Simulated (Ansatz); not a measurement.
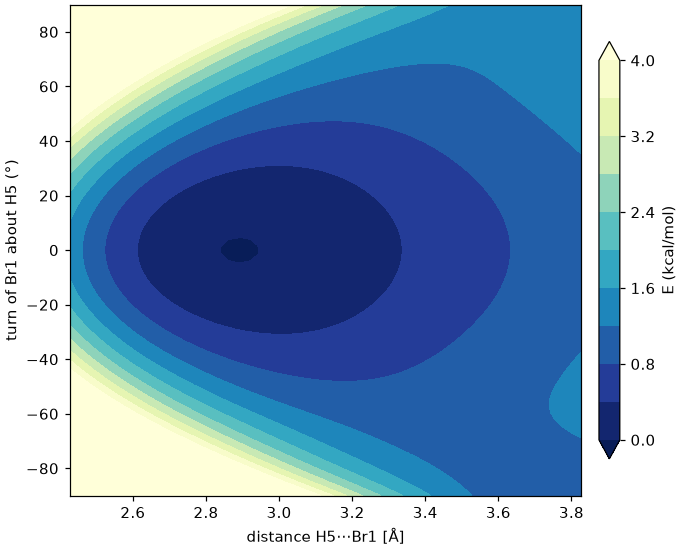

The pair Br···CH₄, charge −1. The turn is about an axis along (0.89, −0.45, −0.06) in the frame of the relaxed pair, normal to the line between the partners. First axis: distance H5···Br1. Second axis: turn of Br1 about H5. The grid has 13 × 13 points. Points are written as (first, second). Energies: kcal/mol, counted from the lowest grid point. This map comes from Ansatz 0.2.0, RKS B3LYP-D4/def2-TZVPD.

The picture shows filled contours, one colour for all values above the top of the scale. Between grid points the surface is interpolated.

The lowest grid point is at (2.838 Å, 0°). The energy also falls towards the edge at (3.827 Å, −90°) (0.8 kcal/mol above the lowest), where a further well may lie outside the range. The highest grid point, (2.427 Å, −90°), lies 29.7 kcal/mol above the lowest. Round the minimum the two coordinates are nearly uncoupled.

The level of theory is changed to Ansatz, RKS SPW92 (LDA)/def2-TZVPD; with it change the reference geometry, relaxed at the new level; the new grid has 15 × 15 points.

**What does this change do to the map?**

The minimum (interpolated where it lies between grid points) moves from about (2.890 Å, 0°) to about (2.578 Å, 0°). The curvature at the minimum changes from about 0.32 to 0.68 eV/Å² along distance H5···Br1 and from about 0.14 to 0.22 eV/rad² along turn of Br1 about H5.

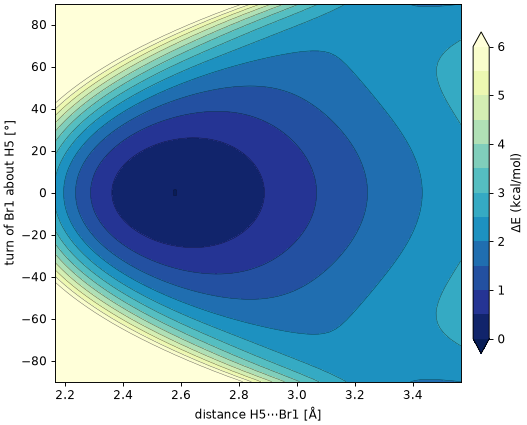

The map after the change, on a colour scale of its own. In the figure: filled contours, one colour for all values above the top of the scale. Between grid points the surface is interpolated.
